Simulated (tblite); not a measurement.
## Frequency calculation, with input and output: C5H14OSi2

- system: C5H14OSi2
- method: GFN2-xTB harmonic vibrations, gas phase (tblite 0.8.0)

It belongs to a series of runs on one base structure; here: S replaced by O.

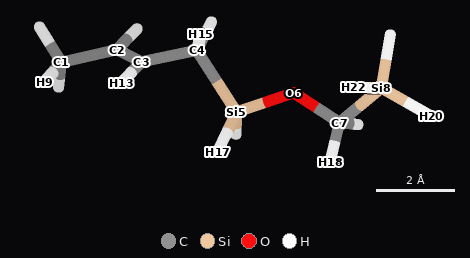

*The structure as given in the input (stick view, seen at a tilt; atoms are numbered from 1 in the order of the input).*

Bond lengths as drawn: C–C 1.32 to 1.49 Å, C–H 1.08 to 1.09 Å, C–O 1.41 Å, C–Si 1.90 to 1.91 Å, H–Si 1.46 to 1.47 Å and O–Si 1.62 Å.

## Key numbers

- outcome: converged
- total energy: −690.7450 eV
- zero-point energy: 105.5570 kcal/mol
- hardware: 1 CPU thread, shared host
- wall time: 3.3 s
- peak memory: 0.18 GiB

## Input
```
{"job": {"kind": "ir", "xc": "GFN2-xTB", "basis": "xTB"}, "charge": 0, "multiplicity": 1}
C      4.445447    -0.355830     0.434452
C      3.032686    -0.038019     0.801567
C      2.122271     0.430445    -0.036424
C      0.709538     0.723956     0.313251
Si    -0.429421    -0.595678    -0.435145
O     -1.904941    -0.055680    -0.045931
C     -3.153560    -0.644861    -0.346321
Si    -4.403539     0.792675    -0.387440
H      4.632772    -0.130676    -0.612841
H      4.655096    -1.411528     0.608759
H      5.137143     0.222502     1.047643
H      2.770812    -0.212543     1.837913
H      2.386464     0.594396    -1.073567
H      0.591256     0.749801     1.396208
H      0.430146     1.705303    -0.072195
H     -0.160346    -1.924441     0.129025
H     -0.284208    -0.690048    -1.895026
H     -3.093291    -1.185433    -1.294642
H     -3.385575    -1.386205     0.424375
H     -5.738870     0.252855    -0.656764
H     -4.369338     1.463730     0.910449
H     -4.000954     1.714664    -1.448982
```

The first line tells a small driver script what to run in tblite; the rest is the geometry in Å.

Command:
```bash
OMP_NUM_THREADS=1 python <driver script> task.json out
```

## What the program printed
```
mode    cm-1     km/mol
  1       5.3      0.10
  2      34.6      0.02
  3      42.6      0.24
  4      72.3      0.21
  5      85.1      0.57
  6     124.9      0.12
  7     151.2      1.02
  8     174.1      0.84
  9     202.7      6.14
 10     232.5      6.72
 11     273.3      2.38
 12     317.8      2.39
 13     487.4     35.97
 14     499.7      5.06
 15     505.8     33.70
 16     543.5     55.97
 17     603.2     42.96
 18     699.3     33.66
 19     733.4    105.91
 20     746.9     41.13
 21     758.5    164.79
 22     777.2     93.39
 23     782.7    162.44
 24     785.4    371.41
 25     789.5    179.08
 26     796.3     98.21
 27     818.4    227.32
 28     830.9    180.93
 29     948.4     12.05
 30    1009.2     14.26
 31    1037.0      0.88
 32    1054.9     11.21
 33    1113.9    303.83
 34    1130.1      1.42
 35    1164.3     17.27
 36    1199.7     33.45
 37    1201.9     30.75
 38    1281.2      2.91
 39    1290.8     22.40
 40    1305.7     11.32
 41    1403.9      1.90
 42    1463.3      3.38
 43    1482.3      0.77
 44    1482.5      3.29
 45    1491.2      3.69
 46    1739.9      3.29
 47    2185.5    388.43
 48    2229.5    152.18
 49    2254.7    355.28
 50    2277.3    308.23
 51    2287.4    216.79
 52    2906.2     59.79
 53    2933.1     51.27
 54    2971.4     44.12
 55    2987.7     35.87
 56    2992.5     31.99
 57    3004.1     47.98
 58    3034.9      4.12
 59    3044.3      0.15
 60    3054.7    158.92
```

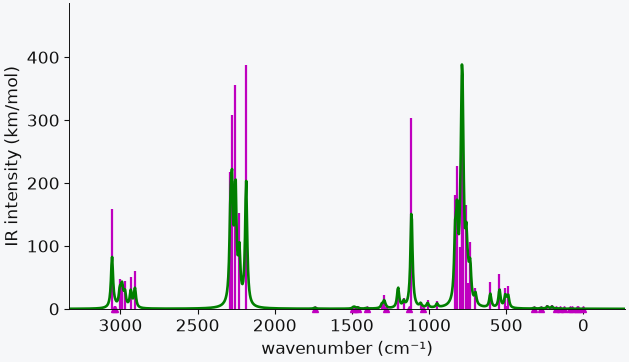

*Harmonic infrared spectrum, unscaled: sticks (degenerate modes added up, dark ones marked on the axis) with a Lorentzian envelope of 16 cm⁻¹ full width, scaled to the tallest stick.*

60 modes from 5 to 3055 cm⁻¹, none imaginary. The strongest line is at 2186 cm⁻¹ (388 km/mol).
